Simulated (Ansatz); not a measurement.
CH$_{4}$OSn (charge +1, doublet)

Input

```
crystal:
  periodic: [false, false, false]
  atoms:
    - {symbol: C, position_ang: [-0.617999, 2.312719, 1.095143]}
    - {symbol: O, position_ang: [1.190309, -0.141988, 0.021075]}
    - {symbol: Sn, position_ang: [1.484763, 1.726506, 0.469488]}
    - {symbol: H, position_ang: [-0.915213, 3.113550, 0.405315]}
    - {symbol: H, position_ang: [-0.531897, 2.635265, 2.141128]}
    - {symbol: H, position_ang: [-1.115079, 1.344370, 0.938104]}
    - {symbol: H, position_ang: [1.829211, -0.799779, -0.301320]}
basis:
  gaussian:
    orbitals: def2-TZVPD
total_charge: 1
magnetization:
  spin_polarized: true
  initial_magnetization: 1
hamiltonian:
  xc: pbe0
output:
  forces: true
  orbitals: {seedname: orbitals}
```

Run with:

```sh
ansatz run input.yaml --threads 1 --pin off --max-ram 2610MiB --events-out events.jsonl --progress --plain --runs-dir runs
```

Geometry: r2SCAN-D4/def2-SVP; core potentials replace the inner electrons of Sn.

These are results of Ansatz, isolated molecule in a Gaussian basis; Kohn-Sham density functional theory, functional PBE0, not measurements.

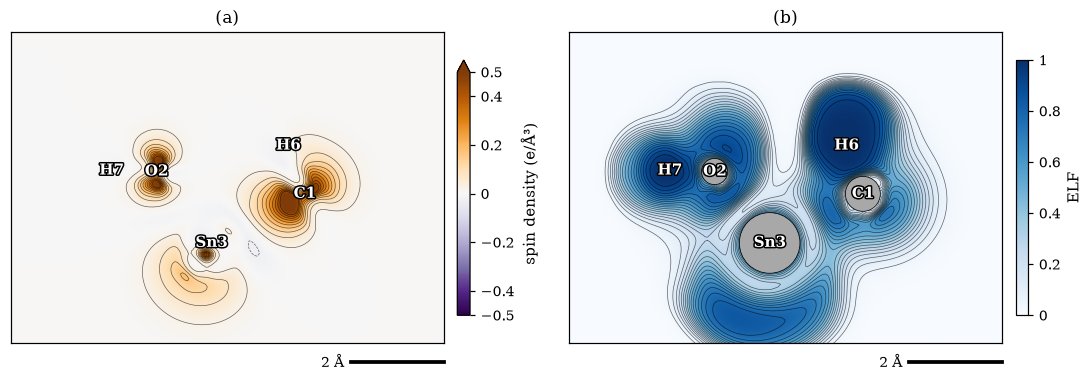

Figure 1. (a) spin density (α minus β); (b) ELF on the plane of atoms C1, Sn3 and O2. Grey discs cover the atomic cores in the ELF map.

Question: What do the fields say about this system?

Answer:
- The plane passes through C, O, Sn and H nuclei.
- Sn–O (1.94 Å): the ELF peaks at about 0.85 in the valence shell of O, 0.6 Å from its nucleus, and drops to about 0.15 between the two atoms.
- C–Sn (2.27 Å): the ELF peaks at about 0.80 in the valence shell of C, 0.8 Å from its nucleus, and drops to about 0.20 between the two atoms.
- O–H (0.97 Å): the ELF climbs to about 1 towards the hydrogen, as it does in any bond to H (an ordinary covalent bond to hydrogen).
- C–H (1.10 Å): the ELF climbs to about 1 towards the hydrogen (a covalent bond by its length).
- The ELF also peaks beside O2, away from the bonds: non-bonding electrons, paired or unpaired.
- The unpaired spin (1 electron) lies mostly on Sn3 (about 0.5), C1 (about 0.4) and O2 (about 0.1), in electrons by Hirshfeld's partition.

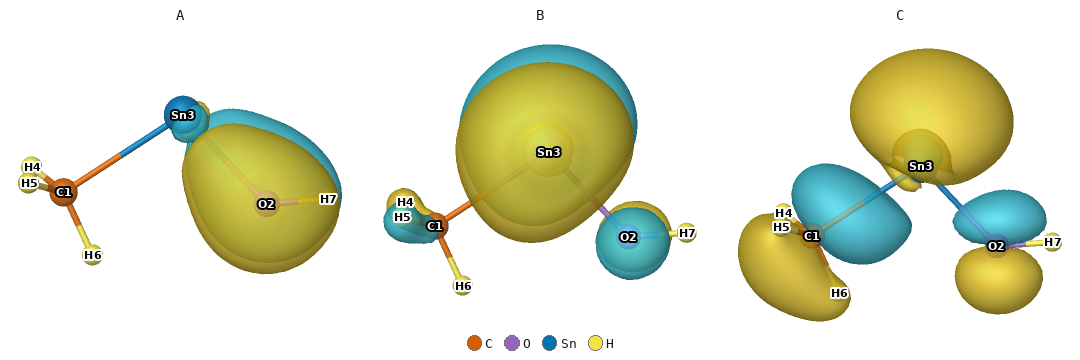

Figure 2. Three frontier orbitals at ±0.1 Å⁻³ᐟ² (yellow and cyan are the two phases), in no order.

Question: Which picture is the HOMO−1, the HOMO and the LUMO? All are α orbitals.

Answer: A is the HOMO−1 (α) (−14.62 eV). It lies mainly on O2 (about 80 %) and Sn3 (about 15 %); largely a lone pair of O2. C is the HOMO (α) (−12.95 eV). By Hirshfeld shares it lies mainly on Sn3 (about 50 %), C1 (about 25 %) and O2 (about 15 %). B is the LUMO (α) (−8.02 eV). By Hirshfeld shares it lies mainly on Sn3 (about 85 %) and O2 (about 10 %).

Question: What is the gap between the highest occupied and lowest empty α orbitals?

Answer: 4.93 eV between the orbital energies.

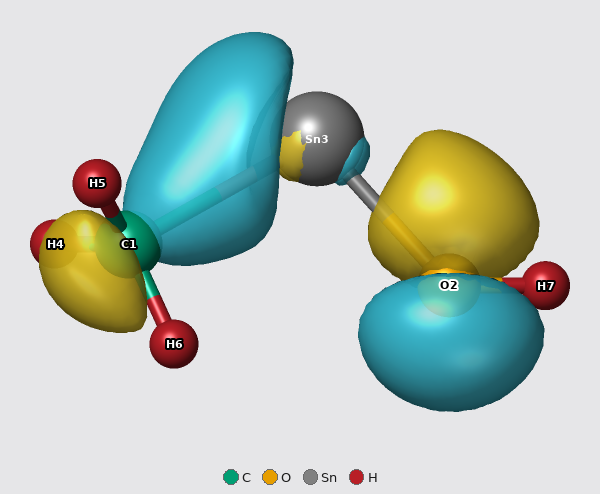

Figure 3. The HOMO (β) at ±0.15 Å⁻³ᐟ² (yellow and cyan are the two phases), seen at a tilt.

Question: Describe this orbital and give its energy.

Answer: By Hirshfeld shares it lies mainly on O2 (about 55 %), Sn3 (about 25 %) and C1 (about 10 %). Its energy is −14.40 eV.
